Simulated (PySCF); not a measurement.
# C3H9F3OSi2: what the fields show

Input file:

```
{"job": {"kind": "nmr", "xc": "PBE0", "basis": "pcSseg-1"}, "charge": 0, "multiplicity": 1}
F      1.239643     2.364488    -0.109236
Si     1.966230     1.187418     0.729856
C      1.395658    -0.441132    -0.076642
C     -0.083338    -0.357050    -0.436461
Si    -0.883587    -2.039152    -0.895890
O     -0.776335     0.137710     0.741322
C     -1.683527     1.090220     0.520904
F     -2.052989     1.614183     1.699370
F     -2.833359     0.587852    -0.029133
H      1.518288     1.366537     2.097260
H      3.385218     1.423006     0.508502
H      1.552015    -1.270847     0.612010
H      1.958807    -0.667912    -0.981959
H     -0.209365     0.384592    -1.234415
H     -0.100639    -2.586301    -2.006944
H     -2.267837    -1.816215    -1.297015
H     -0.780127    -2.881257     0.292535
H     -1.353520     1.910179    -0.145722
```

Command:

```sh
OMP_NUM_THREADS=1 python probes_run.py task.json out
```

Geometry: GFN2-xTB.

The calculation used PySCF, PBE0/pcSseg-1, SCF density, gas phase, non-relativistic.

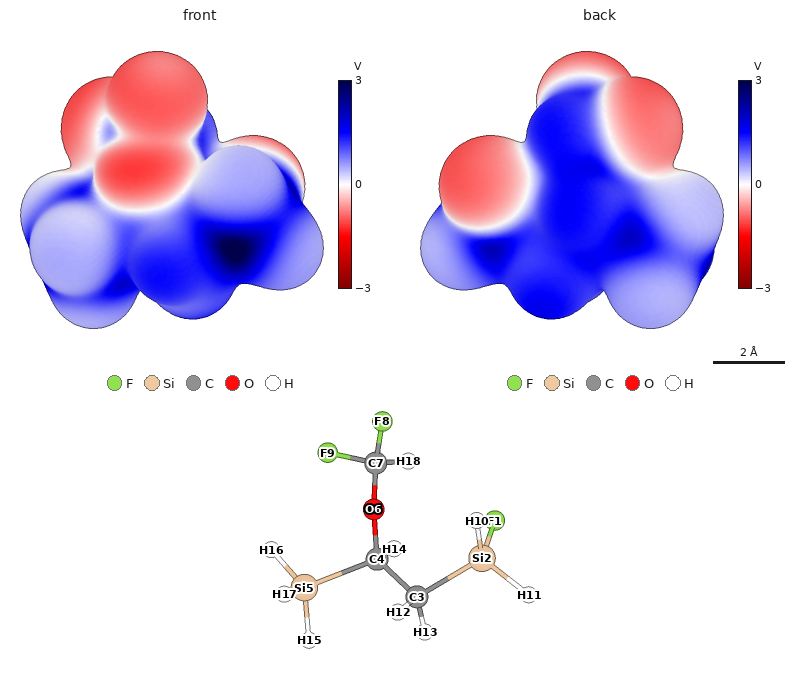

Figure 1. The electrostatic potential painted on the density surface at 0.004 e/bohr³, seen from the front and from behind; red is negative and blue positive. The bare structure is drawn below in the same view.

Where is the surface potential most negative and most positive?

Answer. The most negative region (about −1.1 V) lies over O6, the most positive (about +2.8 V) over Si2. O6 is the likeliest acceptor of a hydrogen bond.

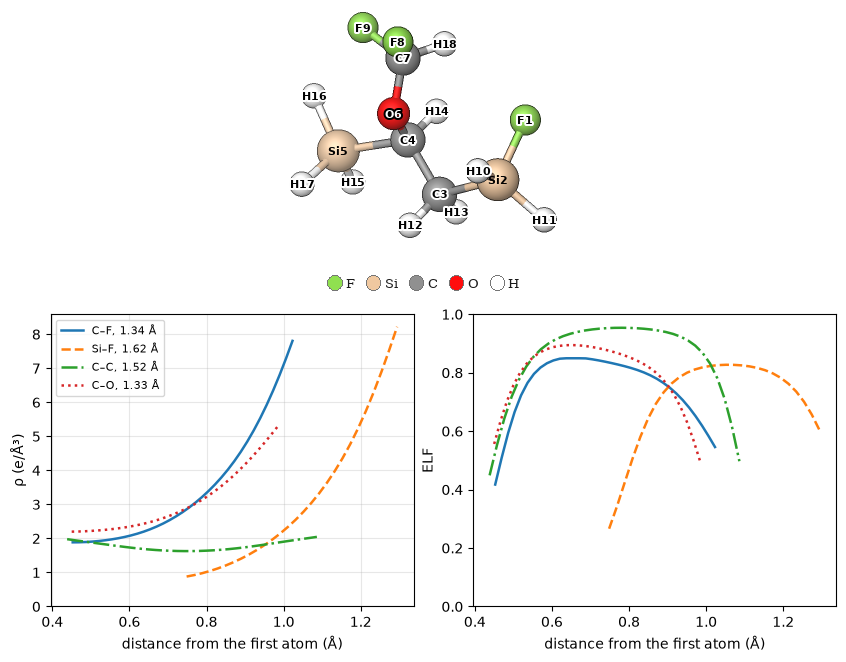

Figure 2. Total electron density and ELF along straight lines between neighbouring atoms. The curves leave out the atomic cores. The structure is drawn too.

What can be read from the curves?

Answer. C–F (1.34 Å): ρ at the midpoint is about 2.4 e/Å³; the ELF peaks at about 0.85 between the atoms: a shared but strongly polarised pair.
Si–F (1.62 Å): ρ at the midpoint is about 1 e/Å³; the ELF peaks at about 0.85 in the valence shell of F, 0.6 Å from its nucleus, and is about 0.50 at the midpoint.
C–C (1.52 Å): ρ is about 1.6 e/Å³ halfway; the ELF peaks at about 0.95 between the atoms: a shared electron pair.
C–O (1.33 Å): ρ is about 2.5 e/Å³ halfway; the ELF peaks at about 0.90 between the atoms: a polar covalent bond.
